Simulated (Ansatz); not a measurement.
Cl2H3OSi···ClFH

Input

```
crystal:
  periodic: [false, false, false]
  atoms:
    - {symbol: Si, position_ang: [-0.207183, 0.891609, -0.673535]}
    - {symbol: Cl, position_ang: [1.432399, -1.027529, -1.130174]}
    - {symbol: Cl, position_ang: [-1.479913, 0.051486, -2.009142]}
    - {symbol: Cl, position_ang: [-1.362060, 2.510478, 0.033321]}
    - {symbol: H, position_ang: [0.976182, 1.621519, -1.114384]}
    - {symbol: H, position_ang: [0.098158, -0.915385, 1.135833]}
    - {symbol: O, position_ang: [-0.237728, 0.137994, 0.888521]}
    - {symbol: H, position_ang: [1.045687, -1.825904, 0.193988]}
    - {symbol: F, position_ang: [0.578566, -2.018985, 1.174663]}
    - {symbol: H, position_ang: [-0.844009, 0.574917, 1.500909]}
basis:
  gaussian: {orbitals: def2-TZVPP}
hamiltonian: {xc: pbe0, dispersion: d4}
output: {orbitals: {seedname: orbitals}}
```

Command:

```sh
ansatz run in.yaml --threads 8 --pin off --events-out ev --progress --plain --max-ram 19148MiB
```

A transition-state structure; geometry: PBE0-D4/def2-TZVP.

The calculation used Ansatz 0.2.0, RKS PBE0-D4/def2-TZVPP.

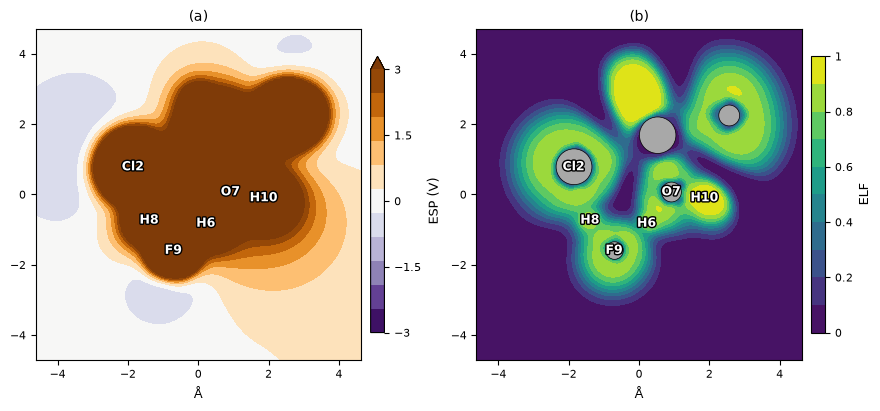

Figure 1. (a) electrostatic potential; (b) electron localisation function on the plane of atoms H6, O7 and H10. Grey discs cover the atomic cores in the ELF map.

### What does the map show?

- Atoms in the plane: Cl, H, O and F.
- F9···H6 (1.20 Å): the ELF peaks at about 0.85 between the atoms.
- O–H (0.97 Å): the ELF climbs to about 1 towards the hydrogen, as it does in any bond to H (a covalent bond by its length).
- F–H (1.10 Å): the ELF climbs to about 0.90 towards the hydrogen.
- The ELF also peaks beside F9, Cl2 and Cl4, away from the bonds: lone-pair regions.
- Outside the dense part of the complex the potential is most negative (−0.6 V) near Cl2.

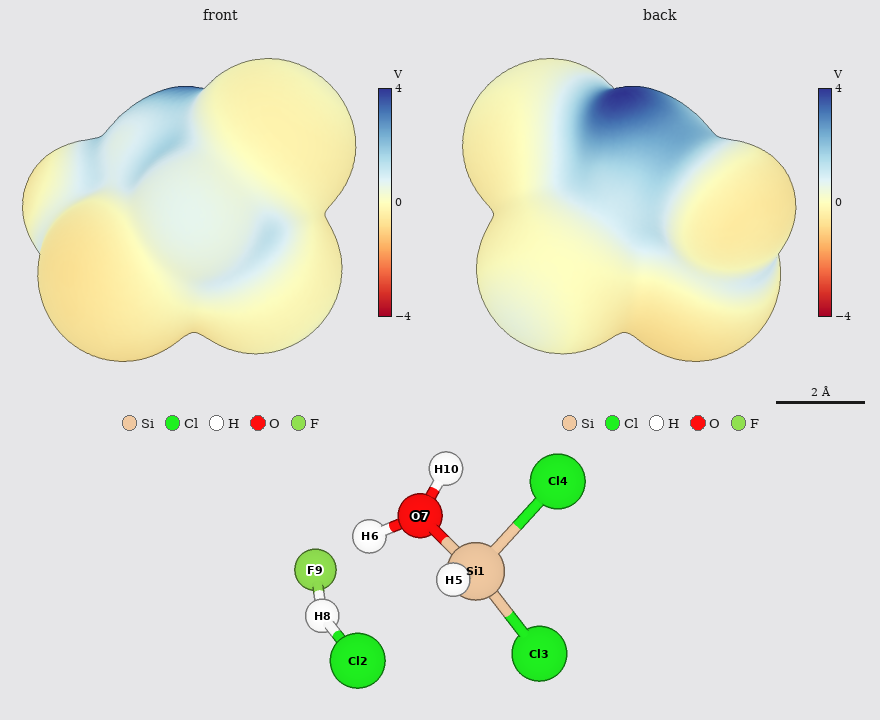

Figure 2. The molecular electrostatic potential painted on the density surface at 0.002 e/bohr³, seen from the front and from behind; the colour scale runs from red (negative) to blue (positive). The bare structure is drawn below in the same view.

### Where is the surface potential most negative and most positive?

The most negative region (about −0.8 V, or −18 kcal/mol for a unit charge) lies over Cl2, the most positive (about +3.8 V, or +88 kcal/mol for a unit charge) over H10. Cl3 shows a σ-hole: about +0.4 V, or +9 kcal/mol for a unit charge at the tip opposite its bond, against about −0.3 V on its flanks.

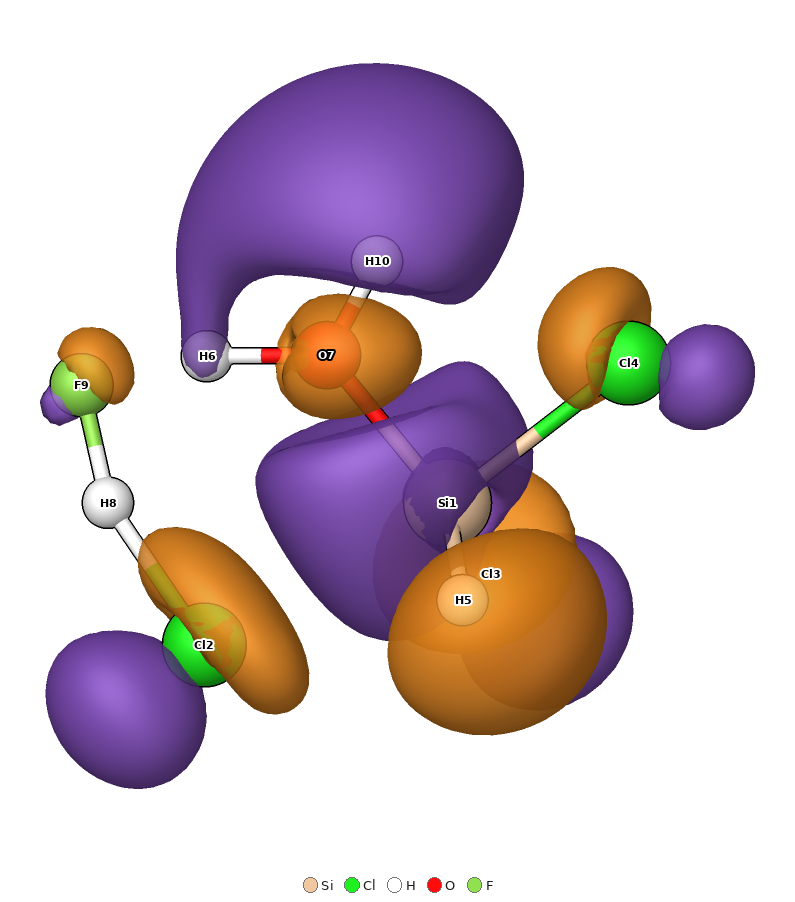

Figure 3. One frontier orbital at ±0.08 Å⁻³ᐟ² (orange and purple are the two phases), seen across its widest extent.

### Which orbital is it: HOMO or LUMO?

The LUMO, at −0.38 eV. By Hirshfeld shares it lies mainly on Si1 (about 25 %), H10 (about 20 %), O7 (about 15 %), Cl3 (about 10 %), Cl2 (about 10 %) and H5 (about 5 %).
